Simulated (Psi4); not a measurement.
# C2H3Cl2F (1,1-dichloro-1-fluoroethane): B2PLYP/6-31G(d) (density fitting for correlation, spherical functions)

What is the energy change on altering one bond length of C2H3Cl2F (1,1-dichloro-1-fluoroethane) at B2PLYP/6-31G* (density fitting for correlation, spherical functions)? 

Program for the calculation: Psi4 1.11.

2 further runs of the same task are left out: 2 set aside as unsound or not needed.

### 1 The system as given

The species is C2H3Cl2F (8 atoms), meant as a singlet with charge 0. As SMILES, `CC(F)(Cl)Cl`. The coordinates come from a PBE0-D4/def2-TZVP relaxation.

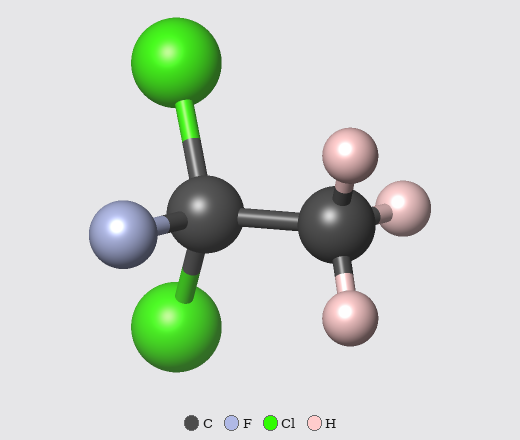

The structure, seen from a chosen angle (carbon dark grey, fluorine light blue, chlorine green, hydrogen pink).

### 2 A single-point energy at B2PLYP/6-31G(d) (density fitting for correlation, spherical functions)

File c2h3cl2f.xyz:

```xyz
8
C2H3Cl2F
C     -0.133500    -0.505900     0.646300
C      0.199400     0.391300    -0.511300
F      1.523600     0.643200    -0.537400
Cl    -0.232400    -0.372700    -2.055900
Cl    -0.641100     1.950200    -0.373000
H      0.163400    -0.011800     1.572000
H      0.414900    -1.442000     0.535900
H     -1.202100    -0.709300     0.667600
```

File c2h3cl2f.py:

```python
import psi4

psi4.set_memory(1600000000)
psi4.set_num_threads(1)
psi4.set_output_file('output.dat', False)

with open('c2h3cl2f.xyz') as f:
    atoms = ''.join(f.readlines()[2:])
molecule = psi4.geometry('0 1\n' + atoms + 'symmetry c1\nno_reorient\nno_com')

options = {'basis': '6-31G*', 'reference': 'rks', 'puream': True, 'e_convergence': 1e-09, 'd_convergence': 1e-08, 'scf_type': 'pk', 'dft_radial_points': 99, 'dft_spherical_points': 590, 'num_frozen_docc': 13}
psi4.set_options(options)

e, wfn = psi4.energy('b2plyp', return_wfn=True)
print(f'total energy {e:.8f} hartree = {e * 27.211386:.5f} eV')
for k, v in sorted(psi4.core.scalar_variables().items()):
    print(f'{k:45s} {v:18.10f}')
```

On the command line:

```
$ python c2h3cl2f.py
```

output.dat:

```text
[...]
  Running in c1 symmetry.
[...]
  Nuclear repulsion =  300.005224811808034
[...]
  Multiplicity = 1
[...]
  Nalpha       = 29
  Nbeta        = 29
[...]
    Number of basis functions: 84
[...]
   @RKS iter   1: -1097.40811582751758   -1.65547e-01   5.64523e-03 ADIIS/DIIS
[...]
   @RKS iter  11: -1097.51551315094298   -4.77485e-12   6.18374e-09 DIIS
[...]
    Orbital Energies [Eh]
    ---------------------
    Doubly Occupied:
       1A   -102.918834     2A   -102.918816     3A    -25.396750
       4A    -10.837694     5A    -10.647681     6A     -9.930772
       7A     -9.930739     8A     -7.571297     9A     -7.571283
      10A     -7.563817    11A     -7.563809    12A     -7.563718
      13A     -7.563713    14A     -1.420933    15A     -1.036623
      16A     -0.953525    17A     -0.878769    18A     -0.727782
      19A     -0.613500    20A     -0.609742    21A     -0.600141
      22A     -0.516097    23A     -0.498522    24A     -0.475075
      25A     -0.451837    26A     -0.409199    27A     -0.389097
      28A     -0.386096    29A     -0.369852
[...]
  @RKS Final Energy: -1097.51551315094298
   => Energetics <=
    Nuclear Repulsion Energy =            300.0052248118080342
    One-Electron Energy =               -2111.4790935732207799
    Two-Electron Energy =                 751.6466113794089097
    DFT Exchange-Correlation Energy =     -37.6882557689392854
    Empirical Dispersion Energy =           0.0000000000000000
    VV10 Nonlocal Energy =                  0.0000000000000000
    Total Energy =                      -1097.5155131509429793
[...]
 Multipole Moments:
 ------------------------------------------------------------------------------------
     Multipole            Electronic (a.u.)      Nuclear  (a.u.)        Total (a.u.)
 ------------------------------------------------------------------------------------
 L = 1.  Multiply by 2.5417464519 to convert [e a0] to [Debye]
 Dipole X            :          2.3891793           -2.5804210           -0.1912417
 Dipole Y            :        -56.7290109           56.2299347           -0.4990762
 Dipole Z            :         81.0360492          -80.3934847            0.6425645
 Magnitude           :                                                    0.8357868
[...]
```

Standard output:

```text
total energy -1097.74248282 hartree = -29871.09443 eV
B2PLYP DOUBLE-HYBRID CORRECTION ENERGY             -0.2269696651
B2PLYP TOTAL ENERGY                             -1097.7424828160
CURRENT ENERGY                                  -1097.7424828160
CURRENT REFERENCE ENERGY                        -1097.5155131509
DD SOLVATION ENERGY                                 0.0000000000
DFT FUNCTIONAL TOTAL ENERGY                     -1097.5155131509
DFT TOTAL ENERGY                                -1097.7424828160
DFT VV10 ENERGY                                     0.0000000000
DFT XC ENERGY                                     -37.6882557689
DOUBLE-HYBRID CORRECTION ENERGY                    -0.2269696651
GRID ELECTRONS ALPHA                               29.0000014316
GRID ELECTRONS BETA                                29.0000014316
GRID ELECTRONS TOTAL                               58.0000028632
NUCLEAR REPULSION ENERGY                          300.0052248118
ONE-ELECTRON ENERGY                             -2111.4790935732
PCM POLARIZATION ENERGY                             0.0000000000
PE ENERGY                                           0.0000000000
SCF ITERATION ENERGY                            -1097.5155131509
SCF ITERATIONS                                     11.0000000000
SCF TOTAL ENERGY                                -1097.5155131509
TWO-ELECTRON ENERGY                               751.6466113794
XC GRID RADIAL POINTS                              99.0000000000
XC GRID SPHERICAL POINTS                          590.0000000000
XC GRID TOTAL POINTS                           433415.0000000000
```

It took 9.3 s on 1 thread of AMD EPYC 9R45 (Zen 5), shared host; peak memory 0.77 GiB.

### 3 The distorted shape at the same level

File c2h3cl2f.inp:

```
memory 1.6 GB

molecule mol {
  0 1
  C
  C 1 r2
  F 2 r3 1 a3
  Cl 2 r4 3 a4 1 d4
  Cl 2 r5 3 a5 1 d5
  H 1 r6 2 a6 3 d6
  H 1 r7 6 a7 2 d7
  H 1 r8 6 a8 7 d8

  r2 = 1.501941
  r3 = 1.348199
  a3 = 110.13502
  r4 = 1.776496
  a4 = 107.59323
  d4 = -121.18366
  r5 = 3.9082
  a5 = 107.59344
  d5 = 121.18253
  r6 = 1.090507
  a6 = 108.85966
  d6 = 59.80096
  r7 = 1.090511
  a7 = 109.75259
  d7 = 119.05489
  r8 = 1.087994
  a8 = 109.60248
  d8 = 120.41117
  units angstrom
  symmetry c1
  no_reorient
  no_com
}

set basis 6-31G*
set puream true
set e_convergence 1e-09
set d_convergence 1e-08
set scf_type pk
set dft_radial_points 99
set dft_spherical_points 590
set num_frozen_docc 13

energy_value, wavefunction = energy("b2plyp", return_wfn=True)
```

On the command line:

```
$ psi4 -i c2h3cl2f.inp -o c2h3cl2f.out -n 1
```

c2h3cl2f.out:

```text
[...]
  Running in c1 symmetry.
[...]
  Nuclear repulsion =  236.998637454935221
[...]
  Multiplicity = 1
[...]
  Nalpha       = 29
  Nbeta        = 29
[...]
    Number of basis functions: 84
[...]
   @RKS iter   1: -1097.09566076460396   -4.24063e-01   6.97053e-03 ADIIS/DIIS
[...]
   @RKS iter  18: -1097.34299619190551    1.36424e-12   8.81314e-09 DIIS
[...]
    Orbital Energies [Eh]
    ---------------------
    Doubly Occupied:
       1A   -102.993222     2A   -102.835974     3A    -25.480716
       4A    -10.905910     5A    -10.702778     6A    -10.003334
       7A     -9.840224     8A     -7.643886     9A     -7.636878
      10A     -7.635673    11A     -7.480548    12A     -7.474135
      13A     -7.474130    14A     -1.488242    15A     -1.062370
      16A     -0.938832    17A     -0.815342    18A     -0.786642
      19A     -0.667258    20A     -0.652261    21A     -0.645730
      22A     -0.560845    23A     -0.541452    24A     -0.518529
      25A     -0.461017    26A     -0.449823    27A     -0.300720
      28A     -0.300641    29A     -0.280536
[...]
  @RKS Final Energy: -1097.34299619190551
   => Energetics <=
    Nuclear Repulsion Energy =            236.9986374549352206
    One-Electron Energy =               -1984.6670886016911481
    Two-Electron Energy =                 687.9080762985599904
    DFT Exchange-Correlation Energy =     -37.5826213437096683
    Empirical Dispersion Energy =           0.0000000000000000
    VV10 Nonlocal Energy =                  0.0000000000000000
    Total Energy =                      -1097.3429961919055131
[...]
 Multipole Moments:
 ------------------------------------------------------------------------------------
     Multipole            Electronic (a.u.)      Nuclear  (a.u.)        Total (a.u.)
 ------------------------------------------------------------------------------------
 L = 1.  Multiply by 2.5417464519 to convert [e a0] to [Debye]
 Dipole X            :          1.0973893            1.6114627            2.7088520
 Dipole Y            :         -0.0598794           -1.2042106           -1.2640901
 Dipole Z            :          5.6361071           -7.5628183           -1.9267112
 Magnitude           :                                                    3.5564053
[...]
```

Run time: 11 s. Hardware: 1 thread of AMD EPYC 9R45 (Zen 5), shared host; peak memory 1.1 GiB.

### 4 Results

At B2PLYP/6-31G* (density fitting for correlation, spherical functions), 13 core orbitals frozen:

```
                                                          quantity           value
                                         first shape: total energy  -1097.74248 Eh
                    first shape: HOMO energy (SCF part's orbitals)       -10.06 eV
                    first shape: LUMO energy (SCF part's orbitals)         1.48 eV
                  first shape: HOMO–LUMO gap (SCF part's orbitals)        11.55 eV
                                     distorted shape: total energy  -1097.60292 Eh
                distorted shape: HOMO energy (SCF part's orbitals)        -7.63 eV
                distorted shape: LUMO energy (SCF part's orbitals)        -4.99 eV
              distorted shape: HOMO–LUMO gap (SCF part's orbitals)         2.64 eV
energy change with the C2–Cl5 bond stretched from 1.776 to 3.908 Å        3.798 eV
```

What this shows: One bond (distorted shape) is far stretched, which a spin-restricted single reference describes badly; perturbation theory on it can break down and give far too much correlation. With the C2–Cl5 bond stretched from 1.776 to 3.908 Å the energy rises by 3.80 eV (366 kJ/mol). The first shape isn't relaxed at this level, so the change isn't measured from a minimum. A restricted reference can't describe the breaking bond well at this length.
